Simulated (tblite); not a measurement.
# Geometry relaxation, with input and output: B₁₁N₁₂H₃₀ (charge +1)

B₁₁N₁₂H₃₀, charge +1, computed with GFN2-xTB geometry optimisation, gas phase (tblite 0.8.0).

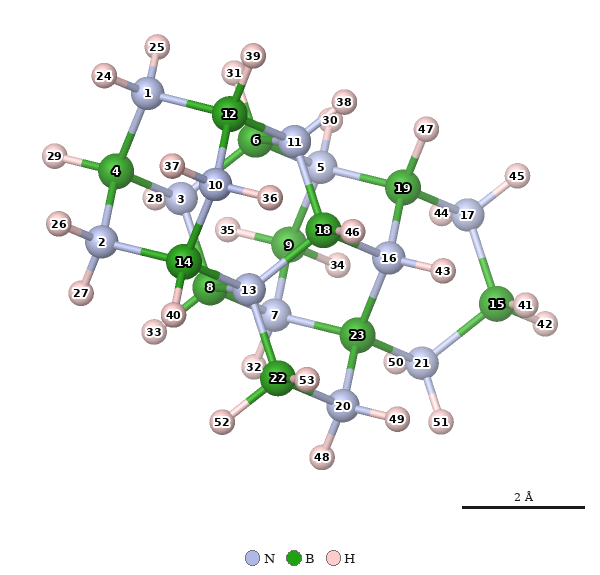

The starting structure (ball-and-stick view, seen at a tilt; atoms are numbered from 1 in the order of the input).

## The input
```
{"job": {"kind": "relax", "xc": "GFN2-xTB", "basis": "xTB"}, "charge": 1, "multiplicity": 1}
N      1.524100    -1.020500    -3.029700
N     -1.040100    -1.016100    -3.035000
N      0.246400    -1.758900    -0.940000
B      0.240500    -1.752200    -2.512600
N      1.518200    -1.019900     1.149500
B      1.515900    -1.019200    -0.421800
N     -1.036800    -1.017000     1.142800
B     -1.033500    -1.016000    -0.417700
B      0.243900    -1.758700     1.667500
N      0.238400     1.194200    -3.026500
N      1.517100     0.455900    -0.943100
B      1.516700     0.455100    -2.506400
N     -1.040300     0.457800    -0.936000
B     -1.034700     0.456500    -2.509100
B      0.239000     1.200100     3.755200
N      0.239300     1.195600     1.152400
N      1.519600     0.459000     3.234100
B      0.240100     1.191600    -0.420200
B      1.518600     0.458900     1.670400
N     -2.312200     1.195900     1.148800
N     -1.039200     0.460900     3.234700
B     -2.315900     1.196500    -0.419400
B     -1.033500     0.461700     1.674500
H      1.515000    -1.023000    -4.069600
H      2.368900    -1.506300    -2.680600
H     -1.043000    -1.019600    -4.065600
H     -1.885400    -1.506600    -2.682200
H      0.240600    -2.736500    -0.593200
H      0.241800    -2.859300    -2.898400
H      2.369500    -1.508500     1.496200
H      2.478100    -1.569600    -0.810300
H     -1.888000    -1.507600     1.493000
H     -1.993200    -1.570100    -0.811100
H      0.243300    -1.757900     2.841600
H      0.242400    -2.857900     1.274600
H      0.241700     2.177800    -2.684400
H      0.240400     1.195100    -4.072200
H      2.369300     0.949900    -0.597000
H      2.475600     1.004800    -2.896500
H     -1.997000     1.012100    -2.895200
H      0.241100     2.295800     3.368800
H      0.247100     1.189400     4.928700
H      0.246100     2.176600     1.489200
H      1.521800    -0.523900     3.578100
H      2.364700     0.949100     3.582300
H      0.239300     2.299700    -0.812600
H      2.476900     1.008800     1.277300
H     -3.164500     0.707400     1.495100
H     -2.313400     2.176000     1.493000
H     -1.035000    -0.522700     3.581900
H     -1.887000     0.940100     3.583000
H     -3.263700     0.644800    -0.809500
H     -2.315400     2.297700    -0.809100
```

The first line tells a small driver script what to run in tblite; the rest is the geometry in Å.

Machine: 2 CPU threads, shared host.

Launch command:
```bash
OMP_NUM_THREADS=2 python <driver script> task.json out
```

## The program's output
```
step      E/eV     max force
  0   -1749.95999    1.514
  1   -1750.40308    0.868
  2   -1750.70958    0.737
  3   -1750.84615    0.745
  4   -1750.92811    0.510
  5   -1750.96872    0.327
  6   -1751.00110    0.312
  7   -1751.02983    0.366
  8   -1751.05224    0.286
  9   -1751.06713    0.200
 10   -1751.07830    0.165
 11   -1751.08777    0.182
 12   -1751.09517    0.156
 13   -1751.09989    0.101
 14   -1751.10275    0.079
 15   -1751.10494    0.094
 16   -1751.10689    0.091
 17   -1751.10843    0.061
 18   -1751.10950    0.054
 19   -1751.11029    0.056
 20   -1751.11096    0.060
 21   -1751.11158    0.042
 22   -1751.11211    0.038
 23   -1751.11257    0.038
 24   -1751.11299    0.047
 25   -1751.11338    0.038
 26   -1751.11374    0.034
 27   -1751.11409    0.032
 28   -1751.11443    0.040
 29   -1751.11478    0.041
 30   -1751.11508    0.030
 31   -1751.11532    0.027
 32   -1751.11551    0.024
 33   -1751.11569    0.022
 34   -1751.11586    0.023
 35   -1751.11601    0.023
 36   -1751.11611    0.016
```

## Trajectory as extended XYZ (Å, eV, eV/Å), 4 of the 24 frames kept, from step=0 to step=36
```
53
Properties=species:S:1:pos:R:3:forces:R:3 step=0 energy=-1749.95999
N     1.5241   -1.0205   -3.0297   -0.3630   0.1800  -0.9320
N    -1.0401   -1.0161   -3.0350    0.3780  -0.1060  -0.5510
N     0.2464   -1.7589   -0.9400   -0.0150   0.4360  -0.7460
B     0.2405   -1.7522   -2.5126   -0.1030  -1.0270   0.5470
N     1.5182   -1.0199    1.1495    0.0820   0.4300   0.1090
B     1.5159   -1.0192   -0.4218    0.3060  -0.1720   0.5990
N    -1.0368   -1.0170    1.1428   -0.3370   0.8270   0.6380
B    -1.0335   -1.0160   -0.4177   -0.2300   0.1720  -0.0610
B     0.2439   -1.7587    1.6675    0.0200  -0.3980   0.3320
N     0.2384    1.1942   -3.0265    0.3110  -0.1310  -1.1430
N     1.5171    0.4559   -0.9431   -0.0090  -0.1480  -0.4550
B     1.5167    0.4551   -2.5064    0.7710   0.5800   0.3200
N    -1.0403    0.4578   -0.9360    1.0780  -0.5250  -0.3180
B    -1.0347    0.4565   -2.5091   -1.0810   0.5730   0.7900
B     0.2390    1.2001    3.7552    0.2720   0.0940   1.2580
N     0.2393    1.1956    1.1524   -0.4690  -0.4450   0.1370
N     1.5196    0.4590    3.2341    0.3880  -0.2950   0.2930
B     0.2401    1.1916   -0.4202   -0.3790   0.0660  -0.0020
B     1.5186    0.4589    1.6704    0.2870  -0.1820  -0.0060
N    -2.3122    1.1959    1.1488   -0.1610   0.0510   1.5040
N    -1.0392    0.4609    3.2347   -0.6890  -0.4770   0.0750
B    -2.3159    1.1965   -0.4194   -0.0390   0.1080  -0.7030
B    -1.0335    0.4617    1.6745    0.1140  -0.3980  -0.5100
H     1.5150   -1.0230   -4.0696    0.2760  -0.1160   0.9160
H     2.3689   -1.5063   -2.6806   -0.7050   0.3880  -0.4510
H    -1.0430   -1.0196   -4.0656   -0.2480  -0.1020   0.6040
H    -1.8854   -1.5066   -2.6822    0.7810   0.5380  -0.4360
H     0.2406   -2.7365   -0.5932    0.0300   1.0880  -0.3100
H     0.2418   -2.8593   -2.8984    0.0060  -0.5220  -0.3260
H     2.3695   -1.5085    1.4962   -0.9740   0.4870  -0.3290
H     2.4781   -1.5696   -0.8103    0.6250  -0.3470   0.0330
H    -1.8880   -1.5076    1.4930    1.0140   0.4330  -0.3960
H    -1.9932   -1.5701   -0.8111   -0.4830  -0.4010   0.0620
H     0.2433   -1.7579    2.8416   -0.0400  -0.2350   0.7220
H     0.2424   -2.8579    1.2746   -0.0240  -0.7490   0.0600
H     0.2417    2.1778   -2.6844   -0.0840  -1.0400  -0.4500
H     0.2404    1.1951   -4.0722   -0.0300   0.2650   1.0930
H     2.3693    0.9499   -0.5970   -1.1060  -0.6660  -0.4380
H     2.4756    1.0048   -2.8965    0.4660   0.2750  -0.3100
H    -1.9970    1.0121   -2.8952   -0.2130   0.1290  -0.3510
H     0.2411    2.2958    3.3688   -0.0290   0.6930  -0.0840
H     0.2471    1.1894    4.9287   -0.0560  -0.1380   0.5420
H     0.2461    2.1766    1.4892    0.0510  -1.0360  -0.3450
H     1.5218   -0.5239    3.5781    0.1110   0.9790  -0.1720
H     2.3647    0.9491    3.5823   -0.8260  -0.5700  -0.1160
H     0.2393    2.2997   -0.8126    0.1010   0.6020   0.1000
H     2.4769    1.0088    1.2773    0.5200   0.3570   0.1590
H    -3.1645    0.7074    1.4951    0.7350   0.7050  -0.3530
H    -2.3134    2.1760    1.4930   -0.2190  -0.9010  -0.3040
H    -1.0350   -0.5227    3.5819   -0.0530   0.9450  -0.1800
H    -1.8870    0.9401    3.5830    0.7110  -0.4420   0.0490
H    -3.2637    0.6448   -0.8095   -0.5830  -0.4490  -0.0920
H    -2.3154    2.2977   -0.8091    0.1130   0.6180  -0.0740
53
Properties=species:S:1:pos:R:3:forces:R:3 step=8 energy=-1751.05224
N     1.4943   -1.0054   -3.0810   -0.0130   0.0000  -0.0570
N    -1.0027   -1.0074   -3.0656    0.0100  -0.0090  -0.0660
N     0.2463   -1.7026   -0.9965   -0.0060  -0.0150   0.0340
B     0.2426   -1.7995   -2.5426   -0.0240  -0.0550   0.0810
N     1.4803   -1.0000    1.1527    0.0660   0.0390   0.0820
B     1.5303   -1.0284   -0.4257    0.0270   0.0060   0.1330
N    -0.9945   -1.0025    1.1555   -0.1020   0.1480   0.0460
B    -1.0483   -0.9972   -0.4333    0.0180  -0.0350   0.0350
B     0.2455   -1.8078    1.7169    0.0120   0.0370  -0.0180
N     0.2486    1.1586   -3.0686    0.0130  -0.0190  -0.0590
N     1.4788    0.4265   -1.0030    0.0010  -0.0220   0.0220
B     1.5586    0.4748   -2.5491    0.0090   0.0440   0.0510
N    -1.0557    0.4657   -0.9728    0.2480  -0.1390  -0.0330
B    -1.0704    0.4746   -2.5258   -0.0460   0.0220   0.1000
B     0.2446    1.2449    3.8634    0.0430  -0.0330   0.0060
N     0.2445    1.1267    1.1250   -0.1290   0.0170   0.1250
N     1.4941    0.4901    3.2562    0.0180   0.0190  -0.0180
B     0.2135    1.1907   -0.4518    0.0450   0.0120   0.0750
B     1.5396    0.4638    1.6735    0.0070  -0.0510   0.1080
N    -2.2856    1.1826    1.1596    0.1310  -0.0780   0.2070
N    -1.0176    0.4825    3.2568   -0.0570  -0.0100  -0.1140
B    -2.3421    1.2128   -0.4571    0.1250  -0.0690  -0.0540
B    -1.0068    0.4361    1.6727   -0.1390   0.0280   0.0140
H     1.5316   -1.0294   -4.0932    0.0660  -0.0470  -0.0680
H     2.3175   -1.4806   -2.7244    0.0250  -0.0210  -0.1290
H    -1.0539   -1.0187   -4.0774   -0.0560  -0.0310  -0.0740
H    -1.8361   -1.4659   -2.7113   -0.0040  -0.0140  -0.0760
H     0.2352   -2.6347   -0.6015   -0.0510  -0.0090  -0.0570
H     0.2468   -2.9263   -2.9367    0.0100   0.0910  -0.0440
H     2.3014   -1.4854    1.4892    0.0630  -0.0580  -0.0210
H     2.5365   -1.6042   -0.7528   -0.0740   0.0330  -0.0240
H    -1.8228   -1.4920    1.4710   -0.0040  -0.0530  -0.0090
H    -2.0237   -1.6119   -0.7580   -0.0050  -0.0020  -0.0100
H     0.2371   -1.8324    2.9198    0.0120  -0.0210  -0.0220
H     0.2367   -2.9304    1.3226    0.0340  -0.0970  -0.0130
H     0.2298    2.1106   -2.7163    0.0050  -0.0040  -0.0820
H     0.2317    1.2072   -4.0804   -0.0130   0.0600  -0.0750
H     2.2831    0.9068   -0.6212   -0.0300   0.0400  -0.0710
H     2.5370    1.0356   -2.9404   -0.0740  -0.0590  -0.0640
H    -2.0210    1.0259   -2.9621   -0.0170   0.0040  -0.1670
H     0.2364    2.3590    3.4502   -0.0150   0.0970   0.2210
H     0.2383    1.1637    5.0451   -0.0040  -0.0240   0.0510
H     0.2465    2.0788    1.4643    0.0220   0.0830  -0.0150
H     1.5099   -0.4700    3.5911   -0.0870   0.0560   0.0620
H     2.3308    0.9351    3.6146   -0.0250   0.0290   0.0490
H     0.2617    2.3459   -0.7606   -0.0080   0.0020  -0.0600
H     2.5265    1.0499    1.3321   -0.0250  -0.0680   0.0310
H    -3.1436    0.7443    1.4778    0.0430  -0.0370  -0.0190
H    -2.3204    2.1438    1.4836    0.0850  -0.0190  -0.0240
H    -1.0195   -0.4754    3.6025    0.1010   0.0640   0.0620
H    -1.8502    0.9287    3.6290    0.0290   0.0210   0.0100
H    -3.3036    0.6167   -0.8026   -0.1570   0.0330  -0.0270
H    -2.3081    2.3423   -0.8056   -0.1020   0.1120  -0.0350
53
Properties=species:S:1:pos:R:3:forces:R:3 step=23 energy=-1751.11257
N     1.4919   -1.0123   -3.1044   -0.0090   0.0040  -0.0060
N    -1.0038   -1.0139   -3.0870    0.0080   0.0000   0.0040
N     0.2455   -1.7033   -1.0009   -0.0090  -0.0070   0.0000
B     0.2417   -1.8019   -2.5500   -0.0030  -0.0030   0.0100
N     1.4861   -0.9983    1.1660    0.0020   0.0060   0.0030
B     1.5288   -1.0256   -0.4176    0.0000  -0.0020  -0.0010
N    -0.9929   -0.9990    1.1600   -0.0030   0.0140   0.0060
B    -1.0467   -0.9996   -0.4337   -0.0050   0.0170  -0.0050
B     0.2497   -1.8109    1.7157    0.0150  -0.0010   0.0110
N     0.2458    1.1518   -3.0936    0.0050  -0.0100  -0.0060
N     1.4772    0.4252   -1.0110    0.0090   0.0080   0.0040
B     1.5526    0.4671   -2.5632    0.0000   0.0040   0.0130
N    -1.0472    0.4605   -0.9830   -0.0020  -0.0030  -0.0090
B    -1.0737    0.4702   -2.5402    0.0000  -0.0010   0.0170
B     0.2386    1.2604    3.9134   -0.0070  -0.0080   0.0000
N     0.2466    1.1325    1.1368   -0.0010   0.0140  -0.0020
N     1.4817    0.5120    3.2846   -0.0020  -0.0050   0.0000
B     0.2181    1.1907   -0.4498   -0.0210  -0.0030  -0.0160
B     1.5383    0.4630    1.6991    0.0110  -0.0070   0.0170
N    -2.2699    1.1786    1.1632    0.0260  -0.0060   0.0260
N    -1.0122    0.5033    3.2676   -0.0180  -0.0170  -0.0210
B    -2.3355    1.2089   -0.4655    0.0000   0.0050   0.0380
B    -1.0047    0.4385    1.6828    0.0060   0.0050  -0.0130
H     1.5164   -1.0325   -4.1189    0.0050  -0.0070  -0.0070
H     2.3257   -1.4917   -2.7789   -0.0070  -0.0020  -0.0300
H    -1.0513   -1.0280   -4.1009   -0.0080   0.0010   0.0070
H    -1.8402   -1.4775   -2.7464    0.0020   0.0020  -0.0190
H     0.2245   -2.6422   -0.6242    0.0050  -0.0010   0.0200
H     0.2476   -2.9229   -2.9538    0.0010   0.0140   0.0110
H     2.3102   -1.4902    1.4900    0.0010   0.0030  -0.0080
H     2.5252   -1.6012   -0.7578    0.0110  -0.0010   0.0050
H    -1.8159   -1.4997    1.4732   -0.0030   0.0030  -0.0070
H    -2.0240   -1.6101   -0.7615    0.0080  -0.0040   0.0130
H     0.2382   -1.8437    2.9180    0.0020   0.0030   0.0140
H     0.2515   -2.9359    1.3170   -0.0040  -0.0090  -0.0100
H     0.2313    2.1089   -2.7553   -0.0070  -0.0090  -0.0190
H     0.2295    1.1997   -4.1073   -0.0100  -0.0030  -0.0060
H     2.2831    0.9176   -0.6502    0.0140   0.0050   0.0110
H     2.5255    1.0217   -2.9708   -0.0150  -0.0130   0.0030
H    -2.0193    1.0163   -3.0035    0.0060  -0.0090   0.0060
H     0.2296    2.4031    3.5892   -0.0060   0.0090   0.0060
H     0.2237    1.1124    5.0923   -0.0050  -0.0220   0.0070
H     0.2527    2.0888    1.4686    0.0050   0.0190  -0.0020
H     1.4663   -0.4400    3.6399    0.0120  -0.0120  -0.0220
H     2.3210    0.9461    3.6511   -0.0080   0.0040  -0.0020
H     0.2580    2.3420   -0.7756    0.0110  -0.0020   0.0140
H     2.5327    1.0313    1.3587   -0.0040   0.0160   0.0080
H    -3.1287    0.7424    1.4804    0.0070   0.0210  -0.0090
H    -2.2877    2.1419    1.4796   -0.0090  -0.0010  -0.0140
H    -0.9769   -0.4457    3.6325   -0.0130  -0.0150  -0.0160
H    -1.8535    0.9323    3.6395    0.0010   0.0040  -0.0010
H    -3.3172    0.6292   -0.7996    0.0050  -0.0020  -0.0040
H    -2.3244    2.3461   -0.8066    0.0010   0.0020  -0.0150
53
Properties=species:S:1:pos:R:3:forces:R:3 step=36 energy=-1751.11611
N     1.4865   -1.0158   -3.1090   -0.0030   0.0000  -0.0050
N    -1.0053   -1.0185   -3.0839    0.0000   0.0010  -0.0040
N     0.2488   -1.7010   -0.9970    0.0040  -0.0010   0.0010
B     0.2403   -1.8059   -2.5447    0.0000   0.0060   0.0020
N     1.4909   -0.9903    1.1671   -0.0010  -0.0010  -0.0050
B     1.5327   -1.0219   -0.4171    0.0040   0.0010   0.0010
N    -0.9883   -0.9903    1.1610    0.0070  -0.0100  -0.0010
B    -1.0422   -0.9952   -0.4309   -0.0020  -0.0080   0.0010
B     0.2549   -1.8039    1.7174   -0.0050  -0.0050   0.0000
N     0.2428    1.1439   -3.0983   -0.0030   0.0010  -0.0090
N     1.4808    0.4277   -1.0121    0.0030   0.0010  -0.0020
B     1.5516    0.4639   -2.5645   -0.0060  -0.0030  -0.0070
N    -1.0440    0.4629   -0.9819    0.0030   0.0010   0.0070
B    -1.0753    0.4662   -2.5367    0.0020   0.0000  -0.0020
B     0.2288    1.2405    3.9260   -0.0020   0.0020   0.0050
N     0.2509    1.1421    1.1376    0.0000   0.0000   0.0030
N     1.4781    0.5099    3.2879   -0.0020  -0.0030   0.0000
B     0.2215    1.1944   -0.4519    0.0080   0.0030   0.0100
B     1.5413    0.4707    1.7032   -0.0060   0.0040  -0.0130
N    -2.2631    1.1904    1.1622   -0.0030   0.0040  -0.0020
N    -1.0204    0.4973    3.2634    0.0060  -0.0010   0.0120
B    -2.3319    1.2120   -0.4640   -0.0060   0.0040  -0.0050
B    -1.0011    0.4477    1.6809    0.0080  -0.0110   0.0060
H     1.4948   -1.0288   -4.1240    0.0000  -0.0030  -0.0050
H     2.3259   -1.5000   -2.8062   -0.0060   0.0060   0.0110
H    -1.0457   -1.0254   -4.0980    0.0000  -0.0090  -0.0050
H    -1.8460   -1.4841   -2.7571    0.0080   0.0020   0.0140
H     0.2293   -2.6377   -0.6142   -0.0010   0.0000   0.0050
H     0.2456   -2.9281   -2.9440    0.0000   0.0070   0.0060
H     2.3162   -1.4814    1.4889   -0.0020   0.0030   0.0020
H     2.5290   -1.5979   -0.7574    0.0020   0.0020   0.0020
H    -1.8127   -1.4888    1.4742    0.0050  -0.0010  -0.0010
H    -2.0176   -1.6089   -0.7552   -0.0130  -0.0020  -0.0060
H     0.2438   -1.8423    2.9198   -0.0010   0.0140   0.0010
H     0.2535   -2.9286    1.3161    0.0030   0.0010  -0.0030
H     0.2259    2.1065   -2.7772    0.0040  -0.0050   0.0070
H     0.2214    1.1766   -4.1125    0.0060   0.0000  -0.0090
H     2.2884    0.9193   -0.6532   -0.0020   0.0040   0.0010
H     2.5231    1.0160   -2.9766   -0.0050  -0.0020   0.0000
H    -2.0229    1.0098   -2.9984    0.0050  -0.0030  -0.0040
H     0.2170    2.3895    3.6232    0.0010   0.0020   0.0020
H     0.2101    1.0682    5.1022    0.0010  -0.0110  -0.0050
H     0.2589    2.1000    1.4659   -0.0020   0.0000  -0.0010
H     1.4743   -0.4468    3.6303    0.0050  -0.0020   0.0040
H     2.3109    0.9511    3.6606   -0.0010  -0.0030  -0.0020
H     0.2654    2.3446   -0.7787   -0.0050   0.0020  -0.0020
H     2.5344    1.0445    1.3682    0.0020  -0.0020  -0.0010
H    -3.1234    0.7599    1.4819   -0.0050   0.0100   0.0000
H    -2.2785    2.1555    1.4724    0.0040   0.0060  -0.0020
H    -0.9948   -0.4566    3.6161   -0.0080  -0.0050   0.0000
H    -1.8601    0.9299    3.6347    0.0010  -0.0020  -0.0010
H    -3.3121    0.6270   -0.7936    0.0000   0.0030  -0.0040
H    -2.3231    2.3464   -0.8156   -0.0030  -0.0010  -0.0010
```

## Key numbers

```tsv
quantity	value
outcome	converged
total energy	−1751.1161 eV
HOMO	−12.55 eV
LUMO	−3.26 eV
point group	C1
wall time	1.7 s (CPU time 2.5 s)
peak memory	0.16 GiB
```
